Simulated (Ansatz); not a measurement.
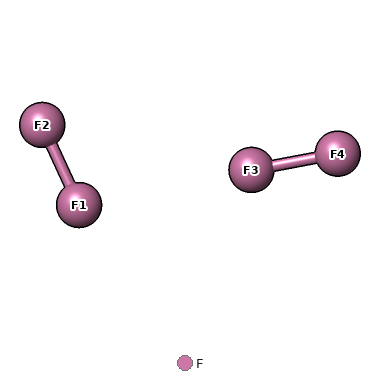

The system is the pair F₂···F₂; the picture shows the reference structure. The first coordinate is: separation of F3 and F1 along their line in the relaxed pair; the second: sideways slip of F1, F2. Nothing is relaxed (both partners rigid). Grid: 13 × 13 points. Points are written as (first, second). All energies are given in meV relative to the two partners far apart, frozen as in the relaxed pair, each in its own basis (no counterpoise correction). All numbers below come from RKS B3LYP-D4/def2-TZVPD (Ansatz).

Its coordinates:

```xyz
4

F    -0.5833    0.2825   -1.5738
F     0.5216   -0.3489   -2.1482
F    -0.0848    0.0790    1.1737
F     0.1466   -0.0127    2.5482
```

Range: separation of F3 and F1 along their line in the relaxed pair from 2.352 to 4.352 Å; sideways slip of F1, F2 from −2.20 to 2.20 Å.

> What landscape does the calculation give?

The lowest grid point is at (2.781 Å, 0.00 Å), −13.2 meV from the two partners far apart, frozen as in the relaxed pair, each in its own basis (no counterpoise correction). The energy also falls towards the edge at (2.413 Å, 2.20 Å) (1.5 meV above the lowest), where a further well may lie outside the range. The highest grid point, (2.352 Å, 0.37 Å), lies 39.8 meV above the lowest.

```csv
"second ↓, first →",2.352,2.413,2.515,2.639,2.781,2.939,3.110,3.292,3.485,3.689,3.901,4.122,4.352
2.20,−11.4,−11.7,−11.4,−10.2,−8.6,−6.9,−5.4,−4.2,−3.4,−2.8,−2.3,−1.9,−1.5
1.83,−9.1,−10.5,−11.4,−11.0,−9.5,−7.8,−6.1,−4.8,−3.8,−3.1,−2.6,−2.1,−1.7
1.47,0.1,−4.0,−7.9,−9.7,−9.4,−8.2,−6.6,−5.3,−4.1,−3.3,−2.8,−2.3,−1.9
1.10,14.4,6.2,−2.4,−7.5,−9.1,−8.7,−7.3,−5.8,−4.6,−3.7,−3.0,−2.4,−2.0
0.73,25.2,13.4,0.6,−7.0,−10.0,−9.9,−8.5,−6.6,−5.1,−4.0,−3.2,−2.6,−2.1
0.37,26.6,13.2,−0.8,−9.1,−12.0,−11.6,−9.6,−7.4,−5.6,−4.2,−3.3,−2.6,−2.1
0.00,22.9,10.0,−3.3,−10.9,−13.2,−12.4,−10.1,−7.7,−5.7,−4.2,−3.2,−2.5,−2.0
−0.37,20.0,8.6,−3.1,−9.9,−11.9,−11.2,−9.1,−6.9,−5.2,−3.8,−3.0,−2.3,−1.9
−0.73,15.9,7.3,−1.8,−7.1,−8.9,−8.4,−7.1,−5.5,−4.2,−3.2,−2.5,−2.0,−1.6
−1.10,8.6,3.7,−1.6,−4.8,−5.9,−5.6,−4.8,−3.9,−3.1,−2.5,−2.0,−1.6,−1.3
−1.47,1.7,−0.2,−2.3,−3.5,−3.8,−3.6,−3.1,−2.6,−2.1,−1.8,−1.5,−1.3,−1.1
−1.83,−1.9,−2.3,−2.6,−2.6,−2.5,−2.3,−2.0,−1.7,−1.5,−1.3,−1.1,−1.0,−0.8
−2.20,−2.7,−2.5,−2.3,−2.1,−1.8,−1.6,−1.4,−1.2,−1.1,−1.0,−0.8,−0.7,−0.6
```

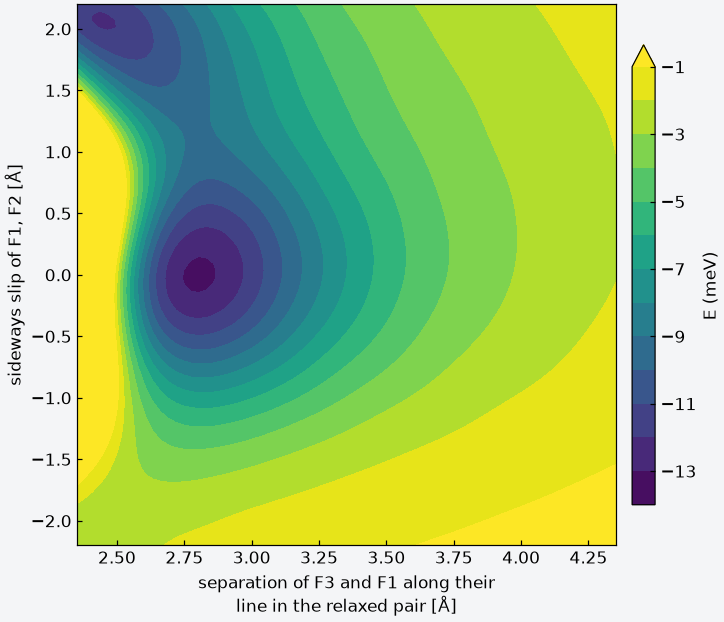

In the figure: filled contours, one colour for all values above the top of the scale. Between grid points the surface is interpolated.

Time for the 169 points that were run: 11 min on 1 thread of Arm Neoverse V1 (shared host).
